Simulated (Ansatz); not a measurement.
H₂O₂Si···H₂

```xyz
7

Si   -1.4812   -0.4083   -1.4310
H     0.9730   -0.0766    1.4377
H     1.4360    0.2748    1.9320
O    -1.2427    1.2029   -1.0896
H    -0.6682    1.4215   -0.3380
O    -0.5277   -1.0728   -0.2033
H    -0.4847   -2.0381   -0.1691
```

Method: RKS B3LYP-D4/def2-SVP (Ansatz).

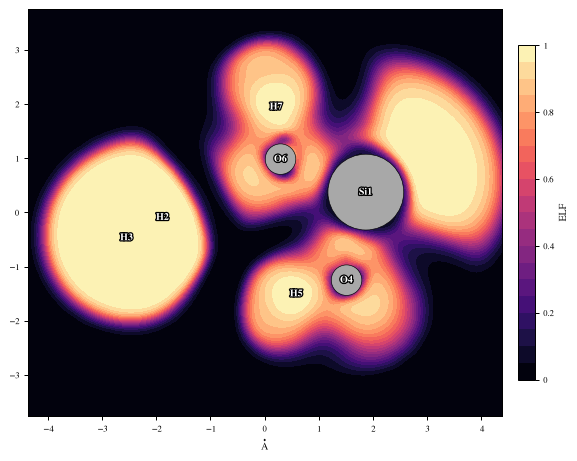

Figure 1. Electron localisation function on the molecular plane. Grey discs cover the atomic cores.

> Describe what can be read from this map.

- The section cuts through Si, H and O sites.
- O6···H2 (2.44 Å): the ELF dips to about 0.05 between them; a weak contact between the two molecules.
- Si–O (1.66 Å): the ELF peaks at about 0.85 between the atoms; a polar covalent bond.
- H–H (0.76 Å): the ELF peaks at about 1 between the atoms.
- O–H (0.97 Å): the ELF climbs to about 1 towards the hydrogen, as it does in any bond to H; an ordinary covalent bond to hydrogen.
- The ELF also peaks beside O4, O6 and Si1, away from the bonds: lone-pair regions.

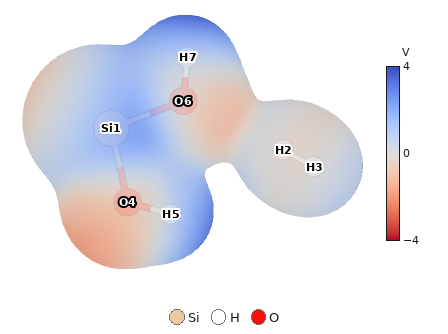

Figure 2. The electrostatic potential painted on the density surface at 0.004 e/bohr³, seen across its widest extent; red is negative and blue positive.

> Which sites attract a positive test charge, and which a negative one?

A positive charge is drawn to the negative regions and a negative charge to the positive ones. The most negative region (about −1.7 V) lies over O4, the most positive (about +3.4 V) over H7. O4 is the likeliest acceptor of a hydrogen bond.

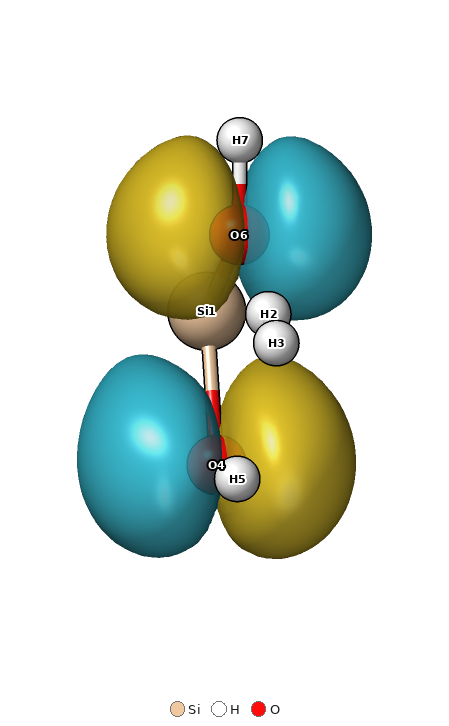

Figure 3. The HOMO−1 at ±0.1 Å⁻³ᐟ² (yellow and cyan are the two phases), seen at an oblique angle.

> Describe this orbital and give its energy.

It lies mainly on O4 (about 50 %) and O6 (about 35 %); largely a combination of lone pairs on O4 and O6. Its energy is −8.92 eV.

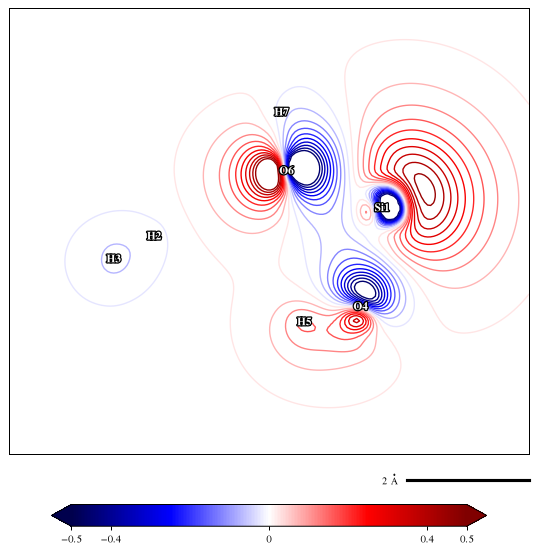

Figure 4. The HOMO on the molecular plane (values in Å⁻³ᐟ²; the overall sign is arbitrary).

> Where does this orbital lie, and at what energy?

Its weight (Hirshfeld) is mainly on Si1 (about 75 %), O6 (about 15 %) and O4 (about 5 %). Its energy is −6.92 eV.
